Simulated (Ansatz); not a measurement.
# SF4: one molecule under many settings

How do the results and run time of SF4 respond when the settings are drawn wide?

Computed with Ansatz 0.2.0, Gaussian basis. Level: the settings change from run to run.

**1. The molecule**

The geometry comes from an earlier relaxation with PBE0-D4 in a triple-zeta def2 set; it is a stationary point.

SMILES `FS(F)(F)F`, 5 atoms, charge 0, spin multiplicity 1.

Atoms are counted from 1 here; the program's logs count them from 0.

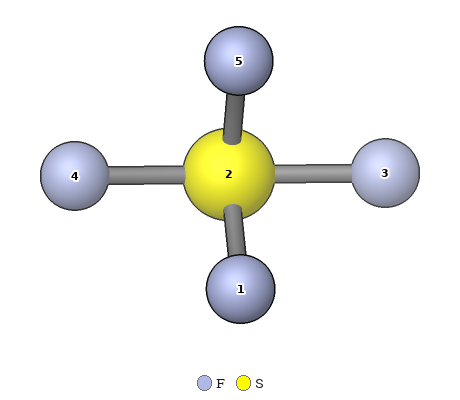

The structure; fluorine light blue, sulfur yellow; atoms are numbered from 1 in the order of the file.

**2. wB97/def2-mTZVP**

Contents of in.yaml:

```yaml
crystal:
  periodic: [false, false, false]
  atoms:
    - {symbol: F, position_ang: [-0.561173, -0.227980, 1.172798]}
    - {symbol: S, position_ang: [0.063988, -0.357355, -0.243004]}
    - {symbol: F, position_ang: [1.536709, -0.462000, 0.491432]}
    - {symbol: F, position_ang: [-1.440139, -0.077307, -0.858165]}
    - {symbol: F, position_ang: [0.400605, 1.124641, -0.563061]}
basis:
  gaussian: {orbitals: def2-mTZVP}
hamiltonian: {xc: {name: wB97}}
```

The run is started by

```
ansatz run in.yaml --threads 2 --pin off --events-out ev --progress --plain --max-ram 32768MiB --backend cpu
```

What it wrote:

```text
Functional definition: wB97
  name "wB97"
  cite "Chai & Head-Gordon, J. Chem. Phys. 128, 084106 (2008) doi:10.1063/1.2834918"
  cite "Becke, J. Chem. Phys. 107, 8554 (1997) doi:10.1063/1.475007"
  parameter omega = 0.4/bohr
  parameter cx1 = 1.13116
  parameter cx2 = -2.74915
  parameter cx3 = 12.0900
  parameter cx4 = -5.71642
  parameter css1 = -2.55352
  parameter css2 = 11.8926
  parameter css3 = -26.9452
  parameter css4 = 17.0927
  parameter cos1 = 3.99051
  parameter cos2 = -17.0066
  parameter cos3 = 1.07292
  parameter cos4 = 8.88211
  # The coefficients of nought are those of the uniform gas.
  exchange = spin_sum(e_x_unif_sr(omega)*poly(b97_u_x, 1, cx1, cx2, cx3, cx4)) + exact_x_lr(omega)
  correlation = spin_sum(e_c_pw_same_spin*poly(b97_u_same, 1, css1, css2, css3, css4))
      + integral(e_c_pw_opposite_spin*poly(b97_u_opposite, 1, cos1, cos2, cos3, cos4))
798 factors; their error is unknown
255 factors; integrals over basis functions are off by at most 1.3e-5 eV
mean field evaluation 1: about -21697.3421 eV, gradient 6.4e1 eV
mean field evaluation 2: about -21696.4177 eV, gradient 7.5e1 eV
mean field evaluation 4: about -21703.5476 eV, gradient 2.1e0 eV
mean field evaluation 8: about -21703.5382 eV, gradient 3.2e-2 eV
mean field evaluation 16: about -21703.5382 eV, gradient 1.9e-5 eV
mean field -21703.53822604 eV, -797.5903186205 hartree, gradient 1.9e-5 eV, S^2 0.000000; 0 other end points of the search recorded, 0 dependent functions left out
reference -21703.53822122 eV, -797.5903184432 hartree; 26, 26 occupied and 72, 72 virtual orbitals, 798 factors
Total energy: -21703.53822122 eV, -797.5903184432 hartree
```

Wall time 2.5 s (2 threads, shared host).

**3. BCCD(T)/6-31G**

This run has unrestricted orbitals, atoms shaken by 0.03 Å, a grid of angular degree 47, correlated electrons set to outside_noble_gas.

Contents of in.yaml:

```yaml
crystal:
  periodic: [false, false, false]
  atoms:
    - {symbol: F, position_ang: [-0.553544, -0.276243, 1.125883]}
    - {symbol: S, position_ang: [0.091787, -0.371921, -0.259040]}
    - {symbol: F, position_ang: [1.541310, -0.479001, 0.497856]}
    - {symbol: F, position_ang: [-1.470530, -0.091940, -0.869417]}
    - {symbol: F, position_ang: [0.410613, 1.060876, -0.555594]}
basis:
  gaussian: {orbitals: 6-31G, final_grid: {core_spheres: 20, valence_spheres: 16, degree: 47}}
magnetization: {spin_polarized: true, initial_magnetization: 0}
hamiltonian: {xc: {name: HF}}
correlation: {method: bccd_t, electrons: outside_noble_gas}
```

The command is unchanged.

What it wrote (excerpt; [...] marks lines left out):

```text
Functional definition: HF
  name "HF"
  cite "Fock, Z. Phys. 61, 126 (1930) doi:10.1007/BF01340294"
  parent pbe
[...]
460 factors; integrals over basis functions are off by at most 1.5e-4 eV
[...]
mean field -21629.24588786 eV, -794.8601255496 hartree, gradient 1.9e-6 eV, S^2 0.000000; 0 other end points of the search recorded, 0 dependent functions left out
9 core orbitals not correlated: weight in the atoms' cores, before any rotation towards them, 1.000 or more for the frozen orbitals, at most 0.000 for the correlated occupied ones
reference -21629.24588786 eV, -794.8601255496 hartree; 17, 17 occupied and 23, 23 virtual orbitals, 460 factors
second order -15.67177957 eV of doubles, -0.00000000 eV of singles
cycle   1  -14.93452619 eV  change    7.4e-1 eV  update   1.1e-1
[...]
cycle   9  -15.47090021 eV  change   -3.6e-5 eV  update   4.2e-5
perturbative correction -0.39077208 eV, -0.0143606089 hartree
Total energy: -21645.10756015 eV, -795.4430312548 hartree
```

It took 3.7 s on 2 threads, shared host.

⟨S²⟩ 0.000.

**4. r2SCAN/def2-SVPD**

Set apart from the defaults: finite nuclei, D4 dispersion.

Contents of in.yaml:

```yaml
crystal:
  periodic: [false, false, false]
  atoms:
    - {symbol: F, position_ang: [-0.561173, -0.227980, 1.172798]}
    - {symbol: S, position_ang: [0.063988, -0.357355, -0.243004]}
    - {symbol: F, position_ang: [1.536709, -0.462000, 0.491432]}
    - {symbol: F, position_ang: [-1.440139, -0.077307, -0.858165]}
    - {symbol: F, position_ang: [0.400605, 1.124641, -0.563061]}
basis:
  gaussian: {orbitals: def2-SVPD, nuclear_model: gaussian}
hamiltonian: {xc: {name: r2SCAN}, dispersion: d4}
```

The command is unchanged.

What it wrote:

```text
Functional definition: r2SCAN
  name "r2SCAN"
  cite "Furness, Kaplan, Ning, Perdew & Sun, J. Phys. Chem. Lett. 11, 8208 (2020) doi:10.1021/acs.jpclett.0c02405"
  cite "Furness, Kaplan, Ning, Perdew & Sun, J. Phys. Chem. Lett. 11, 9248 (2020) doi:10.1021/acs.jpclett.0c03077"
  parent r2scan
  parameter k0 = 0.174
  parameter k1 = 0.065
  parameter a1 = 4.9479
  exchange = r2scan_x(k0 = k0, k1 = k1, a1 = a1)
  correlation = r2scan_c
1010 factors; their error is unknown
mean field evaluation 1: about -21678.6980 eV, gradient 6.1e1 eV
mean field evaluation 2: about -21658.3156 eV, gradient 1.3e2 eV
mean field evaluation 4: about -21684.4702 eV, gradient 7.0e0 eV
mean field evaluation 8: about -21684.5519 eV, gradient 2.0e-2 eV
mean field evaluation 16: about -21684.5162 eV, gradient 6.4e-5 eV
mean field -21684.51620718 eV, -796.8912723210 hartree, gradient 7.0e-6 eV, S^2 0.000000; 0 other end points of the search recorded, 0 dependent functions left out
reference -21684.51622334 eV, -796.8912729146 hartree; 26, 26 occupied and 93, 93 virtual orbitals, 1010 factors
Total energy: -21684.53553611 eV, -796.8919826459 hartree
```

It took 2.9 s on 2 threads, shared host.

**5. r2SCANh/pcseg-2**

Set apart from the defaults: atoms shaken by 0.15 Å, a grid of angular degree 23, D3(BJ) with three-body dispersion.

Contents of in.yaml:

```yaml
crystal:
  periodic: [false, false, false]
  atoms:
    - {symbol: F, position_ang: [-0.476651, -0.029901, 1.390228]}
    - {symbol: S, position_ang: [0.320261, -0.586158, -0.130575]}
    - {symbol: F, position_ang: [1.574836, -0.652893, 0.405973]}
    - {symbol: F, position_ang: [-1.447501, -0.121497, -0.966789]}
    - {symbol: F, position_ang: [0.354433, 1.152120, -0.745235]}
basis:
  gaussian: {orbitals: pcseg-2, final_grid: {core_spheres: 8, valence_spheres: 7, degree: 23}}
hamiltonian: {xc: {name: r2SCANh}, dispersion: d3bjatm}
output: {forces: true}
```

The command is unchanged.

What it wrote (excerpt; [...] marks lines left out):

```text
Functional definition: r2SCANh
  name "r2SCANh"
  cite "Bursch, Neugebauer, Ehlert & Grimme, J. Chem. Phys. 156, 134105 (2022) doi:10.1063/5.0086040"
  cite "Furness, Kaplan, Ning, Perdew & Sun, J. Phys. Chem. Lett. 11, 8208 (2020) doi:10.1021/acs.jpclett.0c02405"
  cite "Furness, Kaplan, Ning, Perdew & Sun, J. Phys. Chem. Lett. 11, 9248 (2020) doi:10.1021/acs.jpclett.0c03077"
  parent r2scan
[...]
870 factors; their error is unknown
[...]
mean field -21697.10741936 eV, -797.3539908338 hartree, gradient 1.5e-5 eV, S^2 0.000000; 0 other end points of the search recorded, 0 dependent functions left out
[...]
reference -21697.10742601 eV, -797.3539910781 hartree; 26, 26 occupied and 128, 128 virtual orbitals, 870 factors
Total energy: -21697.12526114 eV, -797.3546465071 hartree
Atom 0 at    -0.476651    -0.029901     1.390228 Å, force     2.317309    -1.695760    -3.176152 eV/Å
Atom 1 at     0.320261    -0.586158    -0.130575 Å, force   -16.654543     6.574720    -4.520294 eV/Å
Atom 2 at     1.574836    -0.652893     0.405973 Å, force    10.350439     0.605991     4.691238 eV/Å
Atom 3 at    -1.447501    -0.121497    -0.966789 Å, force     1.875734    -1.784346     1.280702 eV/Å
Atom 4 at     0.354433     1.152120    -0.745235 Å, force     2.111061    -3.700606     1.724506 eV/Å
Dipole moment:     1.007383    -0.602594     0.252726 e Å
```

Wall time 3.6 s (2 threads, shared host); peak memory 0.33 GiB.

Largest force 18.467 eV/Å, dipole 5.77 D.

**6. r2SCAN50/STO-3G**

This run has finite nuclei, D3(BJ) with three-body dispersion, relativity set to none.

Contents of in.yaml:

```yaml
crystal:
  periodic: [false, false, false]
  atoms:
    - {symbol: F, position_ang: [-0.561173, -0.227980, 1.172798]}
    - {symbol: S, position_ang: [0.063988, -0.357355, -0.243004]}
    - {symbol: F, position_ang: [1.536709, -0.462000, 0.491432]}
    - {symbol: F, position_ang: [-1.440139, -0.077307, -0.858165]}
    - {symbol: F, position_ang: [0.400605, 1.124641, -0.563061]}
basis:
  gaussian: {orbitals: STO-3G, nuclear_model: gaussian}
hamiltonian: {xc: {name: r2SCAN50}, dispersion: d3bjatm, pseudopotentials: {relativity: none}}
```

Launched as before.

What it wrote (excerpt; [...] marks lines left out):

```text
Functional definition: r2SCAN50
  name "r2SCAN50"
  cite "Bursch, Neugebauer, Ehlert & Grimme, J. Chem. Phys. 156, 134105 (2022) doi:10.1063/5.0086040"
  cite "Furness, Kaplan, Ning, Perdew & Sun, J. Phys. Chem. Lett. 11, 8208 (2020) doi:10.1021/acs.jpclett.0c02405"
  cite "Furness, Kaplan, Ning, Perdew & Sun, J. Phys. Chem. Lett. 11, 9248 (2020) doi:10.1021/acs.jpclett.0c03077"
  parent r2scan
[...]
397 factors; integrals over basis functions are off by at most 9.5e-6 eV
[...]
mean field -21413.62756504 eV, -786.9362983370 hartree, gradient 2.5e-5 eV, S^2 0.000000; 0 other end points of the search recorded, 0 dependent functions left out
reference -21413.62756595 eV, -786.9362983704 hartree; 26, 26 occupied and 3, 3 virtual orbitals, 397 factors
Total energy: -21413.64950405 eV, -786.9371045810 hartree
```

Run time: 1.1 s. Hardware: 2 threads, shared host.

**7. wB97M-V/def2-SVP**

Options: charge -1, multiplicity 2, atoms shaken by 0.03 Å, relativity set to scalar.

Contents of in.yaml:

```yaml
crystal:
  periodic: [false, false, false]
  atoms:
    - {symbol: F, position_ang: [-0.567663, -0.261036, 1.213273]}
    - {symbol: S, position_ang: [0.041654, -0.368167, -0.232398]}
    - {symbol: F, position_ang: [1.555276, -0.518062, 0.482989]}
    - {symbol: F, position_ang: [-1.478138, -0.083630, -0.852847]}
    - {symbol: F, position_ang: [0.364417, 1.123675, -0.567036]}
basis:
  gaussian: {orbitals: def2-SVP}
total_charge: -1
magnetization: {spin_polarized: true, initial_magnetization: 1}
hamiltonian: {xc: {name: wB97M-V}, pseudopotentials: {relativity: scalar}}
output: {forces: true}
```

Same command.

What it wrote (excerpt; [...] marks lines left out):

```text
Functional definition: wB97M-V
  name "wB97M-V"
  cite "Mardirossian & Head-Gordon, J. Chem. Phys. 144, 214110 (2016) doi:10.1063/1.4952647"
  cite "Becke, J. Chem. Phys. 107, 8554 (1997) doi:10.1063/1.475007"
  cite "Vydrov & Van Voorhis, J. Chem. Phys. 133, 244103 (2010) doi:10.1063/1.3521275"
  # Of w^i u^j: cxij and so on, Table III.
[...]
  gx(w, u) = 1 - cx + cx01*u + cx10*w
  gss(w, u) = css00 + css04*u^4 + css10*w + css20*w^2 + css43*w^4*u^3
  gos(w, u) = cos00 + cos10*w + (cos20 + cos21*u)*w^2 + (cos60 + cos61*u)*w^6
[...]
      + integral(e_c_pw_mod_opposite_spin*gos(b97_w_opposite, b97_u_opposite)) + vv10(b, c)
675 factors; integrals over basis functions are off by at most 9.5e-4 eV
139 factors; integrals over basis functions are off by at most 3.5e-6 eV
[...]
mean field -21718.84595450 eV, -798.1528672655 hartree, gradient 4.1e-5 eV, S^2 0.751316; 0 other end points of the search recorded, 0 dependent functions left out
[...]
reference -21718.84596891 eV, -798.1528677950 hartree; 27, 26 occupied and 47, 48 virtual orbitals, 675 factors
Total energy: -21718.84596891 eV, -798.1528677950 hartree
Relativity: scalar
Atom 0 at    -0.567663    -0.261036     1.213273 Å, force    -1.786014     3.301175     5.156918 eV/Å
Atom 1 at     0.041654    -0.368167    -0.232398 Å, force     2.002574   -10.965560    -7.519148 eV/Å
Atom 2 at     1.555276    -0.518062     0.482989 Å, force     1.776064     0.537267     1.298392 eV/Å
Atom 3 at    -1.478138    -0.083630    -0.852847 Å, force    -2.362269     0.911983    -0.468966 eV/Å
Atom 4 at     0.364417     1.123675    -0.567036 Å, force     0.369644     6.215135     1.532805 eV/Å
Dipole moment:    -0.029330     0.119830     0.064015 e Å
```

It took 8.5 s on 2 threads, shared host; peak memory 0.33 GiB.

Largest force 13.446 eV/Å, ⟨S²⟩ 0.751.

**8. PBE0-DH/def2-TZVP**

Options: relativity set to none.

Contents of in.yaml:

```yaml
crystal:
  periodic: [false, false, false]
  atoms:
    - {symbol: F, position_ang: [-0.561173, -0.227980, 1.172798]}
    - {symbol: S, position_ang: [0.063988, -0.357355, -0.243004]}
    - {symbol: F, position_ang: [1.536709, -0.462000, 0.491432]}
    - {symbol: F, position_ang: [-1.440139, -0.077307, -0.858165]}
    - {symbol: F, position_ang: [0.400605, 1.124641, -0.563061]}
basis:
  gaussian: {orbitals: def2-TZVP}
hamiltonian: {xc: {name: PBE0-DH}, pseudopotentials: {relativity: none}}
```

Launched as before.

What it wrote (excerpt; [...] marks lines left out):

```text
Functional definition: PBE0-DH
  name "PBE0-DH"
  cite "Brémond & Adamo, J. Chem. Phys. 135, 024106 (2011) doi:10.1063/1.3604569"
  cite "Perdew, Burke & Ernzerhof, Phys. Rev. Lett. 77, 3865 (1996) doi:10.1103/PhysRevLett.77.3865"
[...]
1063 factors; integrals over basis functions are off by at most 1.2e-3 eV
[...]
mean field -21687.01014973 eV, -796.9829230191 hartree, gradient 6.6e-6 eV, S^2 0.000000; 0 other end points of the search recorded, 0 dependent functions left out
9 core orbitals not correlated: weight in the atoms' cores, before any rotation towards them, 1.000 or more for the frozen orbitals, at most 0.000 for the correlated occupied ones
reference -21687.01015888 eV, -796.9829233553 hartree; 17, 17 occupied and 135, 135 virtual orbitals, 1063 factors
second order -39.57493032 eV of doubles, -0.00000000 eV of singles
Total energy: -21691.95702517 eV, -797.1647173383 hartree
```

Run time: 4.4 s. Hardware: 2 threads, shared host; peak memory 0.34 GiB.

**9. HF/def2-SVPD**

Options: charge -1, multiplicity 2.

in.yaml, as its differences from that of step 8:

```diff
@@ -9,3 +9,6 @@
 basis:
-  gaussian: {orbitals: def2-TZVP}
-hamiltonian: {xc: {name: PBE0-DH}, pseudopotentials: {relativity: none}}
+  gaussian: {orbitals: def2-SVPD}
+total_charge: -1
+magnetization: {spin_polarized: true, initial_magnetization: 1}
+hamiltonian: {xc: {name: HF}}
+output: {forces: true}
```

Same command.

What it wrote (excerpt; [...] marks lines left out):

```text
Functional definition: HF
  name "HF"
  cite "Fock, Z. Phys. 61, 126 (1930) doi:10.1007/BF01340294"
  parent pbe
[...]
1129 factors; integrals over basis functions are off by at most 4.7e-4 eV
[...]
mean field -21625.17937964 eV, -794.7106841289 hartree, gradient 1.8e-5 eV, S^2 0.761675; 0 other end points of the search recorded, 0 dependent functions left out
[...]
reference -21625.17937964 eV, -794.7106841289 hartree; 27, 26 occupied and 92, 93 virtual orbitals, 1129 factors
Total energy: -21625.17937964 eV, -794.7106841289 hartree
Atom 0 at    -0.561173    -0.227980     1.172798 Å, force    -1.379151     3.082796     3.920786 eV/Å
Atom 1 at     0.063988    -0.357355    -0.243004 Å, force     1.698303    -9.484297    -6.449414 eV/Å
Atom 2 at     1.536709    -0.462000     0.491432 Å, force     1.905148     0.466994     1.419477 eV/Å
Atom 3 at    -1.440139    -0.077307    -0.858165 Å, force    -2.166615     0.993192    -0.426536 eV/Å
Atom 4 at     0.400605     1.124641    -0.563061 Å, force    -0.057684     4.941315     1.535686 eV/Å
Dipole moment:    -0.037652     0.210269     0.142985 e Å
```

Wall time 4.4 s (2 threads, shared host); peak memory 0.33 GiB.

Largest force 11.594 eV/Å, ⟨S²⟩ 0.762.

**10. B3LYP/def2-mTZVPP**

Set apart from the defaults: charge +1, multiplicity 2, D3(BJ) with three-body dispersion.

in.yaml, as its differences from that of step 9:

```diff
@@ -9,6 +9,6 @@
 basis:
-  gaussian: {orbitals: def2-SVPD}
-total_charge: -1
+  gaussian: {orbitals: def2-mTZVPP}
+total_charge: 1
 magnetization: {spin_polarized: true, initial_magnetization: 1}
-hamiltonian: {xc: {name: HF}}
+hamiltonian: {xc: {name: B3LYP}, dispersion: d3bjatm}
 output: {forces: true}
```

The command is unchanged.

What it wrote (excerpt; [...] marks lines left out):

```text
Functional definition: B3LYP
  name "B3LYP"
  cite "Stephens, Devlin, Chabalowski & Frisch, J. Phys. Chem. 98, 11623 (1994) doi:10.1021/j100096a001"
  cite "Becke, Phys. Rev. A 38, 3098 (1988) doi:10.1103/PhysRevA.38.3098"
  cite "Lee, Yang & Parr, Phys. Rev. B 37, 785 (1988) doi:10.1103/PhysRevB.37.785"
  cite "Vosko, Wilk & Nusair, Can. J. Phys. 58, 1200 (1980) doi:10.1139/p80-159"
[...]
859 factors; their error is unknown
[...]
mean field -21693.35025937 eV, -797.2159177509 hartree, gradient 1.7e-5 eV, S^2 0.758626; 0 other end points of the search recorded, 0 dependent functions left out
[...]
reference -21693.35041837 eV, -797.2159235940 hartree; 26, 25 occupied and 97, 98 virtual orbitals, 859 factors
Total energy: -21693.47368608 eV, -797.2204535989 hartree
Atom 0 at    -0.561173    -0.227980     1.172798 Å, force    -0.137822    -0.717274     0.099592 eV/Å
Atom 1 at     0.063988    -0.357355    -0.243004 Å, force    -0.673836     3.763087     2.558935 eV/Å
Atom 2 at     1.536709    -0.462000     0.491432 Å, force     0.134556    -1.446957    -1.052929 eV/Å
Atom 3 at    -1.440139    -0.077307    -0.858165 Å, force     0.389539    -1.479889    -0.937355 eV/Å
Atom 4 at     0.400605     1.124641    -0.563061 Å, force     0.287563    -0.118966    -0.668244 eV/Å
Dipole moment:     0.058257    -0.325340    -0.221234 e Å
```

It took 3.9 s on 2 threads, shared host; peak memory 0.32 GiB.

Largest force 4.600 eV/Å, ⟨S²⟩ 0.759.

**11. All runs side by side**

```csv
level,charge,multiplicity,geometry,functions,energy (eV),time
wB97/def2-mTZVP,0,1,relaxed,98,-21703.538,2.5 s
BCCD(T)/6-31G,0,1,shaken,49,-21645.108,3.7 s
r2SCAN/def2-SVPD,0,1,relaxed,119,-21684.536,2.9 s
r2SCANh/pcseg-2,0,1,shaken,154,-21697.125,3.6 s
r2SCAN50/STO-3G,0,1,relaxed,29,-21413.650,1.1 s
wB97M-V/def2-SVP,-1,2,shaken,74,-21718.846,8.5 s
PBE0-DH/def2-TZVP,0,1,relaxed,161,-21691.957,4.4 s
HF/def2-SVPD,-1,2,relaxed,119,-21625.179,4.4 s
B3LYP/def2-mTZVPP,1,2,relaxed,123,-21693.474,3.9 s
```

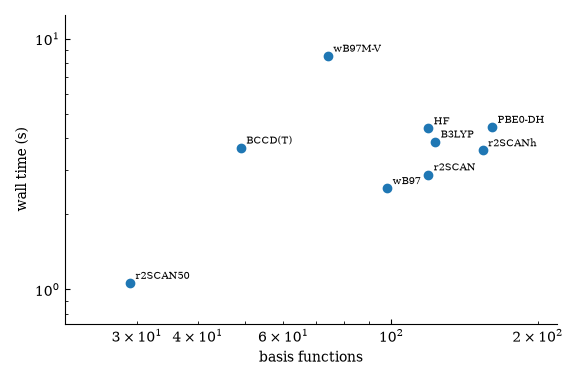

Wall time against the number of basis functions (shared host).

**12. Outcome**

```
                                         quantity                    value
                                             runs                        9
                                         quickest   r2SCAN50/STO-3G, 1.1 s
                                          slowest  wB97M-V/def2-SVP, 8.5 s
spread of total energies, same state and geometry                 289.9 eV
```

In words: wB97M-V/def2-SVP took 8 times as long as r2SCAN50/STO-3G. The jobs differ in tasks and options as well as level. The totals spread over 290 eV; they can't be compared across methods or bases.
